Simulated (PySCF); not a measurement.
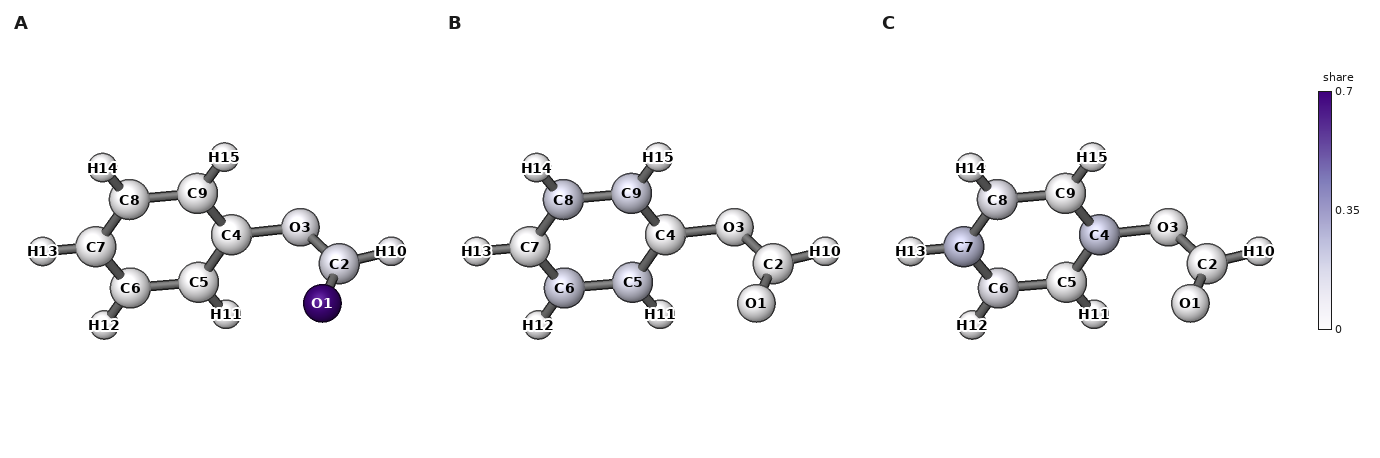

Each panel colours the atoms by their Löwdin share in one orbital (up to four of the largest shares; other atoms are shown as zero). Computed geometry: GFN2-xTB optimisation. No frequency run is at hand to confirm it as a minimum. Computed with ωB97X-D/def2-SVPD (PySCF 2.14.0).

> The panels show the HOMO−2, HOMO, LUMO, in some order. Which is which?

A: HOMO−2, −10.45 eV; O1 0.69, C2 0.14, O3 0.08, H10 0.07
B: LUMO, 1.17 eV; C6 0.19, C8 0.18, C9 0.18, C5 0.18
C: HOMO, −9.32 eV; C7 0.24, C4 0.22, C8 0.10, C6 0.10
